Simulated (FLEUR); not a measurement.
# Magnetic state of ZrFe2 from several starts

Wanted: the moments of ZrFe2 and the energy of each order that was tried.

Calculated with FLEUR MaX-R8.1; LDA (VWN); all-electron FLAPW, Dirac cores, scalar-relativistic bands.

**1. Starting point**

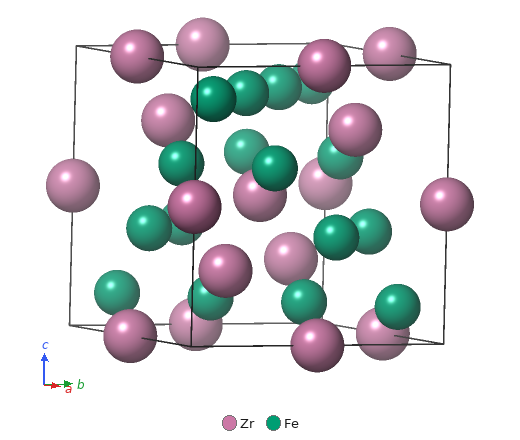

Start, viewed slightly off an axis; zirconium pink, iron teal. This picture shows the conventional cell, with its axes. Some periodic images of atoms are drawn too.

Coordinates:

```xyz
6
Lattice="0.0000 3.5435 3.5435 3.5435 0.0000 3.5435 3.5435 3.5435 0.0000" Properties=species:S:1:pos:R:3 pbc="T T T"
Zr    0.0000    0.0000    0.0000
Zr    1.7717    1.7717    1.7717
Fe    4.4294    4.4294    4.4294
Fe    4.4294    2.6576    2.6576
Fe    2.6576    2.6576    4.4294
Fe    2.6576    4.4294    2.6576
```

**2. Start 1: ferro ++++**

The parallel start is the test of whether parallel moments hold.

inpgen writes inp.xml from crystal.txt; cutoffs, mixing, functional, smearing and local orbitals are then set in the file. The k list default-1 (kpts.xml, not shown) is a Γ-centred 8×8×8 mesh; where the ranks do not divide the number of points, some are split in two of half the weight.

File inp.xml:

```
<?xml version="1.0" encoding="UTF-8" standalone="no"?>
<fleurInput fleurInputVersion="0.39">
   <comment>
      ZrFe2
   </comment>
   <calculationSetup>
      <cutoffs Kmax="3.24" Gmax="9.7" GmaxXC="9.7" numbands="0"/>
      <scfLoop itmax="90" minDistance="0.00002" maxIterBroyd="15" imix="Anderson" alpha="0.05" precondParam="0.0" spinf="2.0" sdNocoIR="T"/>
      <coreElectrons ctail="T" frcor="F" kcrel="0" coretail_lmax="0"/>
      <xcFunctional name="vwn" relativisticCorrections="F"/>
      <magnetism jspins="2"/>
      <soc l_soc="F" theta="0.0" phi="0.0" spav="F"/>
      <expertModes spex="0" secvar="F"/>
      <geometryOptimization l_f="F" forcealpha="1.0" forcemix="BFGS" epsdisp="0.00001" epsforce="0.00001"/>
      <ldaU l_linMix="F" mixParam="0.05" spinf="1.0"/>
   </calculationSetup>
   <cell>
      <bzIntegration valenceElectrons="88.0" mode="hist" fermiSmearingEnergy="0.00293995">
         <kPointListSelection listName="default-1"/>
         <xi:include xmlns:xi="http://www.w3.org/2001/XInclude" href="kpts.xml"> </xi:include>
      </bzIntegration>
      <xi:include xmlns:xi="http://www.w3.org/2001/XInclude" href="sym.xml"> </xi:include>
      <bulkLattice scale="1.0">
         <bravaisMatrix>
            <row-1>    0.0000000000000000     6.6962445225200993     6.6962445225200993</row-1>
            <row-2>    6.6962445225200993     0.0000000000000000     6.6962445225200993</row-2>
            <row-3>    6.6962445225200993     6.6962445225200993     0.0000000000000000</row-3>
         </bravaisMatrix>
      </bulkLattice>
   </cell>
   <atomSpecies>
      <species name="Zirconium (Zr)" element="Zr" atomicNumber="40">
         <mtSphere radius="2.8" gridPoints="925" logIncrement="0.014"/>
         <atomicCutoffs lmax="10" lnonsphr="8"/>
         <electronConfig flipSpins="F">
            <coreConfig>(1s1/2) (2s1/2) (2p1/2) (2p3/2) (3s1/2) (3p1/2) (3p3/2) (3d3/2) (3d5/2)</coreConfig>
            <valenceConfig>(4s1/2) (4p1/2) (4p3/2) (5s1/2) (4d3/2) (4d5/2)</valenceConfig>
            <stateOccupation state="(4d3/2)" spinUp="0.400000" spinDown="0.400000"/>
            <stateOccupation state="(4d5/2)" spinUp="0.600000" spinDown="0.600000"/>
         </electronConfig>
         <energyParameters s="5" p="5" d="4" f="4"/>
         <lo type="SCLO" l="0" n="4" eDeriv="0"/>
         <lo type="SCLO" l="1" n="4" eDeriv="0"/>
      </species>
      <species name="Iron (Fe) 2.800" element="Fe" atomicNumber="26">
         <mtSphere radius="2.31" gridPoints="763" logIncrement="0.016"/>
         <atomicCutoffs lmax="10" lnonsphr="8"/>
         <electronConfig flipSpins="F">
            <coreConfig>(1s1/2) (2s1/2) (2p1/2) (2p3/2)</coreConfig>
            <valenceConfig>(3s1/2) (3p1/2) (3p3/2) (4s1/2) (3d3/2) (3d5/2)</valenceConfig>
            <stateOccupation state="(3d3/2)" spinUp="1.4" spinDown="1.0"/>
            <stateOccupation state="(3d5/2)" spinUp="3.0" spinDown="0.6"/>
         </electronConfig>
         <energyParameters s="4" p="4" d="3" f="4"/>
         <lo type="SCLO" l="0" n="3" eDeriv="0"/>
         <lo type="SCLO" l="1" n="3" eDeriv="0"/>
      </species>
   </atomSpecies>
   <atomGroups>
      <atomGroup species="Zirconium (Zr)">
         <relPos label="                   1">-1.000/8.000 -1.000/8.000 -1.000/8.000</relPos>
         <relPos label="                   2">1.000/8.000 1.000/8.000 1.000/8.000</relPos>
         <force calculate="T" relaxXYZ="TTT"/>
      </atomGroup>
      <atomGroup species="Iron (Fe) 2.800">
         <relPos label="                   3">1.000/2.000 1.000/2.000 1.000/2.000</relPos>
         <relPos label="                   4">.0000000000 1.000/2.000 1.000/2.000</relPos>
         <relPos label="                   5">1.000/2.000 1.000/2.000 .0000000000</relPos>
         <relPos label="                   6">1.000/2.000 .0000000000 1.000/2.000</relPos>
         <force calculate="T" relaxXYZ="TTT"/>
      </atomGroup>
   </atomGroups>
   <output dos="F" band="F" slice="F">
      <bandDOS minEnergy="-.5*Htr" maxEnergy="0.5*Htr" sigma="0.015" storeEVData="T"/>
      <plotting iplot="0" polar="F">
         <plot TwoD="T" vec1="  1.0  0.0  0.0" vec2="  0.0  1.0  0.0" vec3="  0.0  0.0  1.0" zero="  0.0  0.0  0.0" file="plot"/>
      </plotting>
      <moessbauerParams electricFieldGradient="F" isomerShift="F" coreHyperfine="F" valenceHyperfine="F"/>
   </output>
</fleurInput>
```

File crystal.txt:

```
ZrFe2
&input film=F cartesian=F /
0.00000000000  3.54350000000  3.54350000000
3.54350000000  0.00000000000  3.54350000000
3.54350000000  3.54350000000  0.00000000000
1.8897261246
1.0 1.0 1.0

6
40 0.00000000000  0.00000000000  0.00000000000
40 0.25000000000  0.25000000000  0.25000000000
26 0.62500000000  0.62500000000  0.62500000000 : 2.800
26 0.12500000000  0.62500000000  0.62500000000 : 2.800
26 0.62500000000  0.62500000000  0.12500000000 : 2.800
26 0.62500000000  0.12500000000  0.62500000000 : 2.800

&kpt div1=8 div2=8 div3=8 gamma=T /
```

Started as:

```sh
$ OMP_NUM_THREADS=1 inpgen -f crystal.txt > inpgen.log  # inp.xml is then edited as shown
$ OMP_NUM_THREADS=1 mpirun -n 4 fleur_MPI > fleur.log
```

The program printed:

```text
Welcome to FLEUR        (www.flapw.de)
      MaX-Release 8.1          (www.max-centre.eu)

 ========== k-point set info ==========
 Selected k-point list: default-1
 k-point list type: mesh
 0 x 0 x 0
 Number of k points: 32

 ------------Calculation Setup---------------------------
 Number of MPI-tasks      :            4
 Number of PE/node        :            4
 Number of OMP-threads    :            1
 k-points in parallel     :            4
 pe's per k-point         :            1
 No of k-point loops      :            8
 Eigenvalue solver        :       lapack
 Number of basis functions:          396
 Approximate size of matrices (H+S) per k-point:         0.002 GB
 --------------------------------------------------------
 Iteration:     1   Distance:      18.53745700 me/bohr^3
 Iteration:     2   Distance:      16.64396464 me/bohr^3
 Iteration:     3   Distance:      14.43432989 me/bohr^3
 Iteration:     4   Distance:       6.80129548 me/bohr^3
 Iteration:     5   Distance:       5.92384582 me/bohr^3
 Iteration:     6   Distance:       4.11104301 me/bohr^3
 Iteration:     7   Distance:       2.33226235 me/bohr^3
 Iteration:     8   Distance:       1.73066871 me/bohr^3
 Iteration:     9   Distance:       1.26277623 me/bohr^3
 Iteration:    10   Distance:       0.95082578 me/bohr^3
 Iteration:    11   Distance:       0.48679994 me/bohr^3
 Iteration:    12   Distance:       0.42774596 me/bohr^3
 Iteration:    13   Distance:       0.15821393 me/bohr^3
 Iteration:    14   Distance:       0.13676752 me/bohr^3
 Iteration:    15   Distance:       0.02461614 me/bohr^3
 Iteration:    16   Distance:       0.01088329 me/bohr^3
 Iteration:    17   Distance:       0.00916768 me/bohr^3
 Iteration:    18   Distance:       0.00576467 me/bohr^3
 Iteration:    19   Distance:       0.00567105 me/bohr^3
 Iteration:    20   Distance:       0.00319382 me/bohr^3
 Iteration:    21   Distance:       0.00304742 me/bohr^3
 Iteration:    22   Distance:       0.00087059 me/bohr^3
 Iteration:    23   Distance:       0.00120094 me/bohr^3
 Iteration:    24   Distance:       0.00036903 me/bohr^3
 Iteration:    25   Distance:       0.00003190 me/bohr^3
 Iteration:    26   Distance:       0.00005218 me/bohr^3
 Iteration:    27   Distance:       0.00001333 me/bohr^3

 ********************************************************************
 Run finished successfully
 Stop message:
   all done
 ********************************************************************

--- out.xml (last complete iteration) ---
<iteration numberForCurrentRun="   27" overallNumber="   27">
         [... left out ...]
         <bandgap value="0.0000000000" units="eV"/>
         <sumValenceSingleParticleEnergies value="-63.2422084017" units="Htr"/>
         <FermiEnergy value="0.3473540954" units="Htr"/>
         <valenceDensity>
            <mtCharges spin="1">
               <mtCharge atomType="1" total="5.0594019" s="1.1670540" p="3.1020216" d="0.7533912" f="0.0282764"/>
               <mtCharge atomType="2" total="8.3650766" s="1.2148933" p="3.1837035" d="3.9526790" f="0.0104390"/>
            </mtCharges>
            <mtCharges spin="2">
               <mtCharge atomType="1" total="5.4691917" s="1.1826649" p="3.1587912" d="1.0928271" f="0.0278277"/>
               <mtCharge atomType="2" total="6.5897706" s="1.2129386" p="3.1969236" d="2.1683036" f="0.0093785"/>
            </mtCharges>
            <spinDependentCharge spin="1" total="46.9844503" interstitial="3.4053400" mtSpheres="43.5791102"/>
            <spinDependentCharge spin="2" total="41.0155497" interstitial="3.7180841" mtSpheres="37.2974657"/>
            <totalCharge value="88.0000000000"/>
         </valenceDensity>
         [... left out ...]
         <allElectronCharges>
            <spinDependentCharge spin="1" total="94.9844503" interstitial="3.4053407" mtSpheres="91.5791095"/>
            <spinDependentCharge spin="2" total="89.0155497" interstitial="3.7180848" mtSpheres="85.2974649"/>
            <totalCharge value="183.9999999887"/>
         </allElectronCharges>
         <magneticMomentsInMTSpheres units="muBohr">
            <globalMagMoment atomType="1" vec="0.00000   0.00000  -0.40979"/>
            <localMagMoment atomType="1" vec="0.00000   0.00000  -0.40979"/>
            <globalMagMoment atomType="2" vec="0.00000   0.00000   1.77531"/>
            <localMagMoment atomType="2" vec="0.00000   0.00000   1.77531"/>
         </magneticMomentsInMTSpheres>
         <moessbauerParams unitsHFF="kG" unitsIS="e/bohr^3" unitsEFG="Htr/bohr^2">
         </moessbauerParams>
         <totalEnergy value="   -12273.0506426699" units="Htr">
            <sumOfEigenvalues value="    -7191.7095751875">
               <coreElectrons value="-7128.4673667859"/>
               <valenceElectrons value="-63.2422084017"/>
            </sumOfEigenvalues>
            <densityCoulombPotentialIntegral value="-19191.9864658050"/>
            <densityEffectivePotentialIntegral value="-19768.6583124731"/>
            <chargeDenXCDenIntegral value="-435.3882707904"/>
            <FockExchangeEnergyValence value="0.0000000000"/>
            <FockExchangeEnergyCore value="0.0000000000"/>
            <atomTypeDependentContributions atomType="1">
               <electronNucleiInteractionDifferentMTs value="8668.2140934871"/>
               <MadelungTerm value="-34.3841278441"/>
            </atomTypeDependentContributions>
            <atomTypeDependentContributions atomType="2">
               <electronNucleiInteractionDifferentMTs value="6074.4438894682"/>
               <MadelungTerm value="-41.5757654632"/>
            </atomTypeDependentContributions>
            <tkbTimesEntropy value="0.0043081396"/>
            <freeEnergy value="-12273.0549508095"/>
            <extrapolationTo0K value="-12273.0527967397"/>
         </totalEnergy>
         <densityConvergence units="me/bohr^3">
            <chargeDensity spin="1" distance="0.0000085408"/>
            <chargeDensity spin="2" distance="0.0000066810"/>
            <overallChargeDensity distance="0.0000075890"/>
            <spinDensity distance="0.0000133254"/>
         </densityConvergence>
      </iteration>
```

The job ended after 75 s (4 MPI ranks of Arm Neoverse V2, shared host; peak memory 0.26 GiB; 5 min of CPU time).

Spin moment in the muffin-tin sphere by atom:

| atom | spin moment in the muffin-tin sphere (μB) |
| --- | --- |
| Zr1 | -0.41 |
| Zr2 | -0.41 |
| Fe3 | 1.78 |
| Fe4 | 1.78 |
| Fe5 | 1.78 |
| Fe6 | 1.78 |

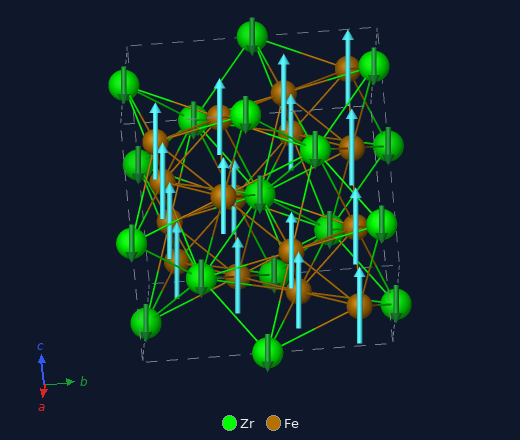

Spin moment in the muffin-tin sphere as arrows, the longest 1.78 μB. Up and down stand for the sign. Arrows give size and sign along the axis of quantisation, drawn up and down the page. Each arrow also spans its atom, so small moments look longer than they are. The two directions have two colours. Some periodic images of atoms are drawn too.

Read from the output:

```
free energy                                                       : -333966.8387 eV
program's band gap on this mesh (in a metal only a level spacing) : 0 eV
magnetization                                                     : 5.969 μB
final state                                                       : ferromagnetic, with opposed induced moments
```

After 27 cycles the largest moment stands at 1.78 μB.

**3. Start 2: antiferro ++--**

Reversing part of the moments tests the sign of the couplings between them.

inp.xml, as its differences from that of step 2:

```diff
@@ -57,2 +57,15 @@
       </species>
+      <species name="Iron (Fe) -2.800" element="Fe" atomicNumber="26">
+         <mtSphere radius="2.31" gridPoints="763" logIncrement="0.016"/>
+         <atomicCutoffs lmax="10" lnonsphr="8"/>
+         <electronConfig flipSpins="F">
+            <coreConfig>(1s1/2) (2s1/2) (2p1/2) (2p3/2)</coreConfig>
+            <valenceConfig>(3s1/2) (3p1/2) (3p3/2) (4s1/2) (3d3/2) (3d5/2)</valenceConfig>
+            <stateOccupation state="(3d3/2)" spinUp="1.0" spinDown="1.4"/>
+            <stateOccupation state="(3d5/2)" spinUp="0.6" spinDown="3.0"/>
+         </electronConfig>
+         <energyParameters s="4" p="4" d="3" f="4"/>
+         <lo type="SCLO" l="0" n="3" eDeriv="0"/>
+         <lo type="SCLO" l="1" n="3" eDeriv="0"/>
+      </species>
    </atomSpecies>
@@ -67,2 +80,5 @@
          <relPos label="                   4">.0000000000 1.000/2.000 1.000/2.000</relPos>
+         <force calculate="T" relaxXYZ="TTT"/>
+      </atomGroup>
+      <atomGroup species="Iron (Fe) -2.800">
          <relPos label="                   5">1.000/2.000 1.000/2.000 .0000000000</relPos>
```

crystal.txt, as its differences from that of step 2:

```diff
@@ -13,4 +13,4 @@
 26 0.12500000000  0.62500000000  0.62500000000 : 2.800
-26 0.62500000000  0.62500000000  0.12500000000 : 2.800
-26 0.62500000000  0.12500000000  0.62500000000 : 2.800
+26 0.62500000000  0.62500000000  0.12500000000 : -2.800
+26 0.62500000000  0.12500000000  0.62500000000 : -2.800
```

The program printed:

```text
[banner, memory and clock lines left out]
Welcome to FLEUR        (www.flapw.de)
      MaX-Release 8.1          (www.max-centre.eu)

 ========== k-point set info ==========
 Selected k-point list: default-1
 k-point list type: mesh
 0 x 0 x 0
 Number of k points: 96

 ------------Calculation Setup---------------------------
 Number of PE/node        :            4
 Number of OMP-threads    :            1
 k-points in parallel     :            4
 pe's per k-point         :            1
 No of k-point loops      :           24
 Eigenvalue solver        :       lapack
 Number of basis functions:          396
 Approximate size of matrices (H+S) per k-point:         0.002 GB
 Iteration:     1   Distance:      23.99991100 me/bohr^3
 Iteration:     2   Distance:      21.73239829 me/bohr^3
 Iteration:     3   Distance:      18.71587399 me/bohr^3
 Iteration:     4   Distance:       9.52866047 me/bohr^3
 Iteration:     5   Distance:      13.25515063 me/bohr^3
 Iteration:     6   Distance:       5.25873584 me/bohr^3
 Iteration:     7   Distance:       4.06629537 me/bohr^3
 Iteration:     8   Distance:       5.27679542 me/bohr^3
 Iteration:     9   Distance:       2.60895869 me/bohr^3
 Iteration:    10   Distance:       3.01094271 me/bohr^3
[... 23 iterations left out ...]
 Iteration:    34   Distance:       0.00021312 me/bohr^3
 Iteration:    35   Distance:       0.00018679 me/bohr^3
 Iteration:    36   Distance:       0.00012885 me/bohr^3
 Iteration:    37   Distance:       0.00010727 me/bohr^3
 Iteration:    38   Distance:       0.00010624 me/bohr^3
 Iteration:    39   Distance:       0.00010740 me/bohr^3
 Iteration:    40   Distance:       0.00009437 me/bohr^3
 Iteration:    41   Distance:       0.00004036 me/bohr^3
 Iteration:    42   Distance:       0.00003863 me/bohr^3
 Iteration:    43   Distance:       0.00001436 me/bohr^3

 ********************************************************************
 Run finished successfully
 Stop message:
   all done
 ********************************************************************

--- out.xml (last complete iteration) ---
<iteration numberForCurrentRun="   43" overallNumber="   43">
         [... left out ...]
         <bandgap value="0.0005051371" units="eV"/>
         <sumValenceSingleParticleEnergies value="-63.2566847889" units="Htr"/>
         <FermiEnergy value="0.3425474772" units="Htr"/>
         <valenceDensity>
            <mtCharges spin="1">
               <mtCharge atomType="1" total="5.2595491" s="1.1701962" p="3.1280013" d="0.9247610" f="0.0287409"/>
               <mtCharge atomType="2" total="7.9418700" s="1.2166784" p="3.1896406" d="3.5227666" f="0.0099533"/>
               <mtCharge atomType="3" total="7.0236135" s="1.2103824" p="3.1768320" d="2.6229412" f="0.0104565"/>
            </mtCharges>
            <mtCharges spin="2">
               <mtCharge atomType="1" total="5.2595491" s="1.1701962" p="3.1280013" d="0.9247610" f="0.0287409"/>
               <mtCharge atomType="2" total="7.0236134" s="1.2103824" p="3.1768320" d="2.6229412" f="0.0104565"/>
               <mtCharge atomType="3" total="7.9418699" s="1.2166784" p="3.1896406" d="3.5227664" f="0.0099533"/>
            </mtCharges>
            <spinDependentCharge spin="1" total="44.0000002" interstitial="3.5499351" mtSpheres="40.4500652"/>
            <spinDependentCharge spin="2" total="43.9999998" interstitial="3.5499351" mtSpheres="40.4500647"/>
            <totalCharge value="88.0000000000"/>
         </valenceDensity>
         [... left out ...]
         <magneticMomentsInMTSpheres units="muBohr">
            <globalMagMoment atomType="1" vec="0.00000   0.00000   0.00000"/>
            <localMagMoment atomType="1" vec="0.00000   0.00000   0.00000"/>
            <globalMagMoment atomType="2" vec="0.00000   0.00000   0.91826"/>
            <localMagMoment atomType="2" vec="0.00000   0.00000   0.91826"/>
            <globalMagMoment atomType="3" vec="0.00000   0.00000  -0.91826"/>
            <localMagMoment atomType="3" vec="0.00000   0.00000  -0.91826"/>
         </magneticMomentsInMTSpheres>
         [... left out ...]
         <totalEnergy value="   -12273.0318092353" units="Htr">
            <sumOfEigenvalues value="    -7192.0146920283">
               <coreElectrons value="-7128.7580072394"/>
               <valenceElectrons value="-63.2566847889"/>
            </sumOfEigenvalues>
            <densityCoulombPotentialIntegral value="-19192.1018661404"/>
            <densityEffectivePotentialIntegral value="-19768.6290015913"/>
            <chargeDenXCDenIntegral value="-435.2821590077"/>
            <FockExchangeEnergyValence value="0.0000000000"/>
            <FockExchangeEnergyCore value="0.0000000000"/>
         [... left out ...]
            <tkbTimesEntropy value="0.0078486540"/>
            <freeEnergy value="-12273.0396578893"/>
            <extrapolationTo0K value="-12273.0357335623"/>
         </totalEnergy>
         <densityConvergence units="me/bohr^3">
            <chargeDensity spin="1" distance="0.0000084644"/>
            <chargeDensity spin="2" distance="0.0000102533"/>
            <overallChargeDensity distance="0.0000121374"/>
            <spinDensity distance="0.0000143610"/>
         </densityConvergence>
      </iteration>
```

It took 9.1 min on 4 MPI ranks; peak memory 0.4 GiB.

Spin moment in the muffin-tin sphere by atom:

| atom | spin moment in the muffin-tin sphere (μB) |
| --- | --- |
| Zr1 | 0.000 |
| Zr2 | 0.000 |
| Fe3 | 0.918 |
| Fe4 | 0.918 |
| Fe5 | -0.918 |
| Fe6 | -0.918 |

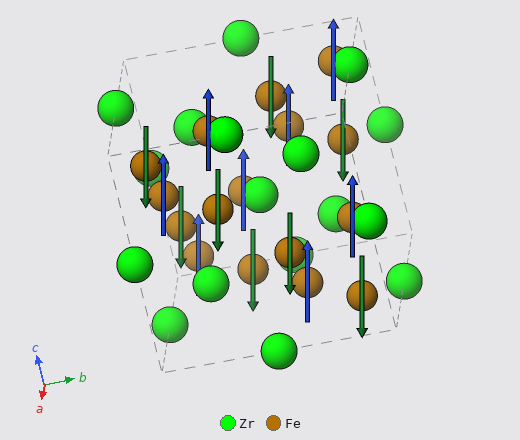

Spin moment in the muffin-tin sphere as arrows, the longest 0.918 μB. Up and down stand for the sign. Arrows give size and sign along the axis of quantisation, drawn up and down the page. The two directions have two colours. Some periodic images of atoms are drawn too.

Read from the output:

```yaml
free_energy: -333966.4225 eV
program_s_band_gap_on_this_mesh_in_a_metal_only_a_level_spacing: 5.05e-4 eV
magnetization: 0 μB
final_state: antiferromagnetic
```

It lies 104 meV a seeded atom over the first start, and its largest moment is 0.918 μB against 1.78 μB.

(Continued in part 2 of 2.)

[Logs and program files are shortened in this print: banners, set-up blocks, solver, clock and traceback lines can be left out without a mark of their own.]

[Logs are printed without paths, hosts, clocks, repeated set-up lines and the standing remarks that a program may print on its own settings, such as how far it seeks lower states.]

[Hosts, paths, dates, database ids (printed as entryN), source tags and the programs' standing remarks are cut or masked in the printed files.]

[Where a cell is said to come from a database of computed structures, the database is the Materials Project.]
